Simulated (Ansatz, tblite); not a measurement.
# B(NMe2Et)H3 (C4H14BN): a ladder of methods and basis sets, part 2 of 2

How do method and basis change the picture of B(NMe2Et)H3 (C4H14BN) (singlet)?

Ansatz 0.2.0, Gaussian basis; as each input shows.

## Step 9: PBE-D4/def2-SVP

File in.yaml:

```yaml
crystal:
  periodic: [false, false, false]
  atoms:
    - {symbol: B, position_ang: [0.430588, -0.066025, -1.634461]}
    - {symbol: C, position_ang: [1.483502, -1.003656, 0.481790]}
    - {symbol: C, position_ang: [0.736530, 1.294682, 0.516283]}
    - {symbol: C, position_ang: [-0.887873, -0.558505, 0.570874]}
    - {symbol: C, position_ang: [-2.113568, 0.253167, 0.183939]}
    - {symbol: N, position_ang: [0.425083, -0.069150, 0.018142]}
    - {symbol: H, position_ang: [1.506287, -1.049406, 1.591539]}
    - {symbol: H, position_ang: [2.458110, -0.658801, 0.093904]}
    - {symbol: H, position_ang: [1.276477, -2.006753, 0.067500]}
    - {symbol: H, position_ang: [-0.019885, 2.004246, 0.140383]}
    - {symbol: H, position_ang: [0.759472, 1.313070, 1.626853]}
    - {symbol: H, position_ang: [1.720154, 1.595656, 0.113550]}
    - {symbol: H, position_ang: [-0.993337, -1.596768, 0.199678]}
    - {symbol: H, position_ang: [-0.784068, -0.605004, 1.679048]}
    - {symbol: H, position_ang: [-3.009331, -0.232959, 0.619617]}
    - {symbol: H, position_ang: [-2.233206, 0.295559, -0.914618]}
    - {symbol: H, position_ang: [-2.080811, 1.289997, 0.574653]}
    - {symbol: H, position_ang: [1.596707, 0.182956, -1.951805]}
    - {symbol: H, position_ang: [-0.343165, 0.816241, -2.005483]}
    - {symbol: H, position_ang: [0.072323, -1.198527, -1.971407]}
basis:
  gaussian: {orbitals: def2-SVP, initial_orbitals: start.molden}
hamiltonian: {xc: pbe, dispersion: d4}
scf: {omitted_lower_state_checks: [starts]}
output: {orbitals: {seedname: orbitals}}
```

Run with:

```
$ ansatz run in.yaml --threads 4 --pin off --events-out ev --progress --plain --max-ram 4787MiB
```

Standard output:

```text
Functional definition: PBE
  name "PBE"
  cite "Perdew, Burke & Ernzerhof, Phys. Rev. Lett. 77, 3865 (1996) doi:10.1103/PhysRevLett.77.3865"
  parent pbe
  parameter kappa = 0.804
  parameter beta = 0.06672455060314922
  exchange = pbe_x(kappa = kappa, mu = beta*pi^2/3)
  correlation = pbe_c(beta = beta)
these checks for a lower state are left out or cut short: starts
1770 factors; their error is unknown
mean field evaluation 1: about -6528.1957 eV, gradient 8.7e0 eV
mean field evaluation 2: about -6528.4015 eV, gradient 1.4e-1 eV
mean field evaluation 4: about -6528.3056 eV, gradient 4.8e-4 eV
mean field -6528.30557020 eV, -239.9108046606 hartree, gradient 1.1e-5 eV, S^2 0.000000; 0 other end points of the search recorded, 0 dependent functions left out
reference -6528.30561168 eV, -239.9108061847 hartree; 25, 25 occupied and 129, 129 virtual orbitals, 1770 factors
Total energy: -6528.75740577 eV, -239.9274093114 hartree
Checks for a lower state left out: starts
```

Wall time 1.9 s (4 threads of Arm Neoverse V1, shared host).

Report: HOMO -6.02 eV, LUMO 0.32 eV.

## Step 10: PBE0-D4/def2-SVP

Edit in.yaml of step 9 so:

```diff
@@ -25,3 +25,3 @@
   gaussian: {orbitals: def2-SVP, initial_orbitals: start.molden}
-hamiltonian: {xc: pbe, dispersion: d4}
+hamiltonian: {xc: pbe0, dispersion: d4}
 scf: {omitted_lower_state_checks: [starts]}
```

The command is unchanged.

Standard output:

```text
Functional definition: PBE0
  name "PBE0"
  cite "Adamo & Barone, J. Chem. Phys. 110, 6158 (1999) doi:10.1063/1.478522"
  cite "Perdew, Burke & Ernzerhof, Phys. Rev. Lett. 77, 3865 (1996) doi:10.1103/PhysRevLett.77.3865"
  parent pbe
  parameter a = 0.25
  parameter kappa = 0.804
  parameter beta = 0.06672455060314922
  exchange = (1 - a)*pbe_x(kappa = kappa, mu = beta*pi^2/3) + a*exact_x
  correlation = pbe_c(beta = beta)
these checks for a lower state are left out or cut short: starts
1770 factors; their error is unknown
mean field evaluation 1: about -6529.7272 eV, gradient 6.9e0 eV
mean field evaluation 2: about -6529.8581 eV, gradient 9.5e-2 eV
mean field evaluation 4: about -6529.8107 eV, gradient 3.2e-4 eV
mean field -6529.81073865 eV, -239.9661185807 hartree, gradient 2.0e-5 eV, S^2 0.000000; 0 other end points of the search recorded, 0 dependent functions left out
reference -6529.81077112 eV, -239.9661197740 hartree; 25, 25 occupied and 129, 129 virtual orbitals, 1770 factors
Total energy: -6530.19153910 eV, -239.9801127391 hartree
Checks for a lower state left out: starts
```

Run time: 2.5 s. Hardware: 4 threads of Arm Neoverse V1, shared host.

Report: HOMO -7.40 eV, LUMO 1.20 eV.

## Step 11: HF/STO-3G

Edit in.yaml of step 10 so:

```diff
@@ -24,4 +24,4 @@
 basis:
-  gaussian: {orbitals: def2-SVP, initial_orbitals: start.molden}
-hamiltonian: {xc: pbe0, dispersion: d4}
+  gaussian: {orbitals: STO-3G}
+hamiltonian: {xc: hf}
 scf: {omitted_lower_state_checks: [starts]}
```

Launched as before.

Standard output:

```text
Functional definition: HF
  name "HF"
  cite "Fock, Z. Phys. 61, 126 (1930) doi:10.1007/BF01340294"
  parent pbe
  exchange = exact_x
  correlation = 0
these checks for a lower state are left out or cut short: starts
629 factors; integrals over basis functions are off by at most 5.7e-5 eV
mean field evaluation 1: about -6416.4781 eV, gradient 2.4e1 eV
mean field evaluation 2: about -6416.9402 eV, gradient 2.4e1 eV
mean field evaluation 4: about -6419.0802 eV, gradient 1.9e0 eV
mean field evaluation 8: about -6419.0929 eV, gradient 2.9e-2 eV
mean field -6419.09291443 eV, -235.8973135880 hartree, gradient 5.7e-6 eV, S^2 0.000000; 0 other end points of the search recorded, 0 dependent functions left out
reference -6419.09291443 eV, -235.8973135880 hartree; 25, 25 occupied and 19, 19 virtual orbitals, 629 factors
Total energy: -6419.09291443 eV, -235.8973135880 hartree
Checks for a lower state left out: starts
```

Wall time 0.25 s (4 threads of Arm Neoverse V1, shared host).

From the report: HOMO -9.03 eV, LUMO 13.34 eV.

## Step 12: CCSD(T)/def2-SVP

Edit in.yaml of step 11 so:

```diff
@@ -24,4 +24,4 @@
 basis:
-  gaussian: {orbitals: STO-3G}
-hamiltonian: {xc: hf}
+  gaussian: {orbitals: def2-SVP, initial_orbitals: start.molden}
+correlation: {method: ccsd_t}
 scf: {omitted_lower_state_checks: [starts]}
```

Launched as before.

Standard output, shortened:

```text
Functional definition: HF
  name "HF"
  cite "Fock, Z. Phys. 61, 126 (1930) doi:10.1007/BF01340294"
  parent pbe
[...]
1600 factors; integrals over basis functions are off by at most 1.6e-3 eV
[...]
mean field -6491.54018450 eV, -238.5597016564 hartree, gradient 2.3e-6 eV, S^2 0.000000; 0 other end points of the search recorded, 0 dependent functions left out
6 core orbitals not correlated: weight in the atoms' cores, before any rotation towards them, 1.000 or more for the frozen orbitals, at most 0.000 for the correlated occupied ones
reference -6491.54018450 eV, -238.5597016564 hartree; 19, 19 occupied and 129, 129 virtual orbitals, 1600 factors
second order -23.88886944 eV of doubles, -0.00000000 eV of singles
cycle   1  -25.42369842 eV  change    -1.5e0 eV  update   1.0e-1
[...]
cycle   7  -26.24963029 eV  change    1.3e-5 eV  update   4.7e-5
perturbative correction -0.78264049 eV, -0.0287615076 hartree
Total energy: -6518.57245528 eV, -239.5531192845 hartree
Checks for a lower state left out: starts
```

It took 41 s on 4 threads of Arm Neoverse V1, shared host; peak memory 1.6 GiB.

Report: Hartree-Fock HOMO -10.82 eV, LUMO 4.21 eV; T1 0.008.

## Step 13: MP2/def2-TZVP

Edit in.yaml of step 12 so:

```diff
@@ -24,4 +24,4 @@
 basis:
-  gaussian: {orbitals: def2-SVP, initial_orbitals: start.molden}
-correlation: {method: ccsd_t}
+  gaussian: {orbitals: def2-TZVP, initial_orbitals: start.molden}
+correlation: {method: mp2}
 scf: {omitted_lower_state_checks: [starts]}
```

The command is unchanged.

Standard output:

```text
Functional definition: HF
  name "HF"
  cite "Fock, Z. Phys. 61, 126 (1930) doi:10.1007/BF01340294"
  parent pbe
  exchange = exact_x
  correlation = 0
these checks for a lower state are left out or cut short: starts
1887 factors; integrals over basis functions are off by at most 1.3e-3 eV
mean field evaluation 1: about -6497.3434 eV, gradient 2.7e1 eV
mean field evaluation 2: about -6498.2149 eV, gradient 8.2e-1 eV
mean field evaluation 4: about -6498.4739 eV, gradient 4.7e-3 eV
mean field evaluation 8: about -6498.4739 eV, gradient 1.8e-6 eV
mean field -6498.47393235 eV, -238.8145121901 hartree, gradient 1.7e-6 eV, S^2 0.000000; 0 other end points of the search recorded, 0 dependent functions left out
6 core orbitals not correlated: weight in the atoms' cores, before any rotation towards them, 1.000 or more for the frozen orbitals, at most 0.000 for the correlated occupied ones
reference -6498.47393235 eV, -238.8145121901 hartree; 19, 19 occupied and 245, 245 virtual orbitals, 1887 factors
second order -28.17642401 eV of doubles, -0.00000000 eV of singles
Total energy: -6526.65035637 eV, -239.8499766739 hartree
Checks for a lower state left out: starts
```

It took 5.5 s on 4 threads of Arm Neoverse V1, shared host; peak memory 0.85 GiB.

From the report: Hartree-Fock HOMO -10.89 eV, LUMO 3.32 eV.

## Step 14: Levels side by side

| level | functions | HOMO (eV) | LUMO (eV) | gap (eV) | time |
| --- | --- | --- | --- | --- | --- |
| HF/STO-3G | 44 | -9.03 | 13.34 | 22.37 | 0.25 s |
| PBE-D4/def2-SVP | 154 | -6.02 | 0.32 | 6.35 | 1.9 s |
| PBE-D4/def2-TZVP | 270 | -6.22 | -0.08 | 6.14 | 4.5 s |
| BLYP-D4/def2-TZVP | 270 | -6.15 | -0.06 | 6.08 | 3.6 s |
| r2SCAN-D4/def2-TZVP | 270 | -6.52 | 0.53 | 7.05 | 7 s |
| PBE0-D4/def2-SVP | 154 | -7.40 | 1.20 | 8.60 | 2.5 s |
| PBE0-D4/def2-TZVP | 270 | -7.55 | 0.73 | 8.28 | 7 s |
| HSE06-D4/def2-TZVP | 270 | -7.15 | 0.36 | 7.50 | 5.5 s |
| ωB97X-V/def2-TZVP | 270 | -10.06 | 2.57 | 12.63 | 13 s |

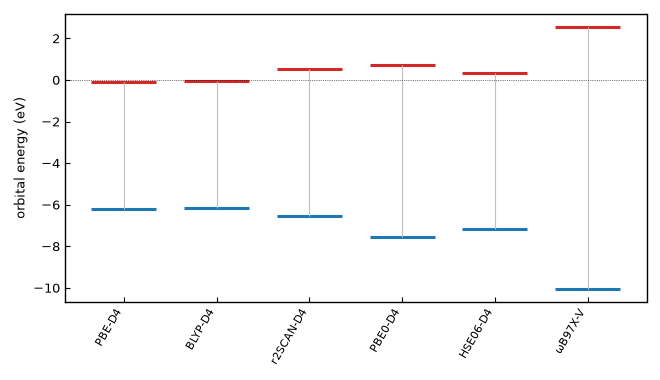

Highest filled (blue) and lowest empty (red) level in def2-TZVP.

The pieces so far (eV):

```
    basis          HF  MP2 correlation  CCSD correlation      (T)             total
 def2-SVP  -6491.5402         -23.8889          -26.2496  -0.7826        -6518.5725
def2-TZVP  -6498.4739         -28.1764                             -6526.6504 (MP2)
```

## Step 15: Binding energy

Free atoms were run apart at each level; binding is atoms less cluster, divided by the number of atoms, without zero-point or spin-orbit terms.

Differences are taken before rounding.

```
             method  binding an atom (eV)  from CCSD(T)/def2-SVP (eV)    time
          HF/STO-3G                 3.678                      -0.024  0.25 s
        HF/def2-SVP                 2.928                      -0.775        
       HF/def2-TZVP                 2.874                      -0.829        
    PBE-D4/def2-SVP                 3.937                      +0.234   1.9 s
   PBE-D4/def2-TZVP                 3.905                      +0.202   4.5 s
  BLYP-D4/def2-TZVP                 3.836                      +0.133   3.6 s
r2SCAN-D4/def2-TZVP                 3.848                      +0.145     7 s
   PBE0-D4/def2-SVP                 3.898                      +0.195   2.5 s
  PBE0-D4/def2-TZVP                 3.862                      +0.159     7 s
 HSE06-D4/def2-TZVP                 3.863                      +0.161   5.5 s
  ωB97X-V/def2-TZVP                 3.855                      +0.152    13 s
       MP2/def2-SVP                 3.706                      +0.003        
      MP2/def2-TZVP                 3.735                      +0.032   5.5 s
      CCSD/def2-SVP                 3.671                      -0.032        
   CCSD(T)/def2-SVP                 3.703                           0    41 s
```

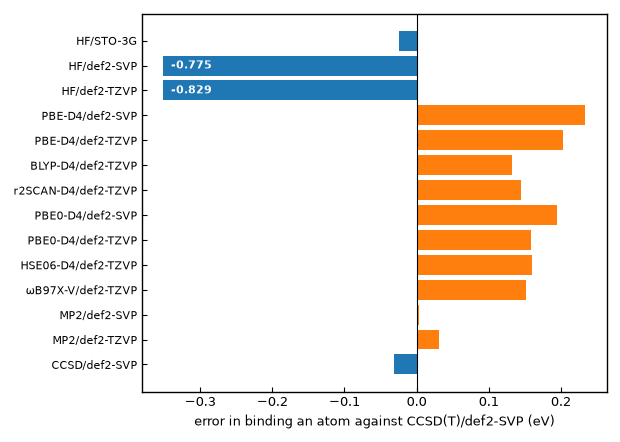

Error of each method against CCSD(T)/def2-SVP. Bars with a number in them are cut short.

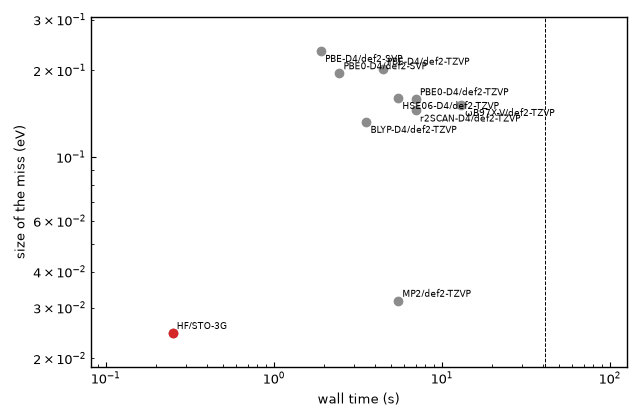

Accuracy for the time spent; red marks the levels that beat every quicker one drawn (of those quicker than the yardstick), and the dashed line is the time of CCSD(T)/def2-SVP. Times are from a shared host.

## Step 16: Results

The summary covers parts 1 to 2.

```
                                                 quantity                                  value
gap in def2-TZVP, named functionals, smallest and largest  6.08 eV (BLYP-D4), 12.63 eV (ωB97X-V)
                     correlation energy, CCSD(T)/def2-SVP                              -27.03 eV
                        correlation energy, MP2/def2-TZVP                              -28.18 eV
                        binding an atom, CCSD(T)/def2-SVP                               3.703 eV
          PBE0 total energy, smallest basis above largest          6.97 eV (def2-SVP, def2-TZVP)
```

In words: Over the named functionals in def2-TZVP the gap runs from 6.08 eV (BLYP-D4) to 12.63 eV (ωB97X-V); exact exchange widens it. A small miss in a minimal or small basis is a cancelling of errors, not accuracy. The functionals in def2-TZVP miss CCSD(T)/def2-SVP by +0.133 (BLYP-D4) to +0.202 eV (PBE-D4) an atom. The yardstick is in a double-zeta basis, so levels in larger sets aren't compared like for like. The reference is CCSD(T) in one finite basis, so it carries an error of its own, often a tenth of an eV or more, and near misses can't be ranked.

HF/STO-3G reaches 0.024 eV from the reference in 0.25 s, where CCSD(T)/def2-SVP took 41 s. The slowest run with a step of its own, CCSD(T)/def2-SVP, took 41 s; the quickest functional in def2-TZVP took 3.6 s (shared host).
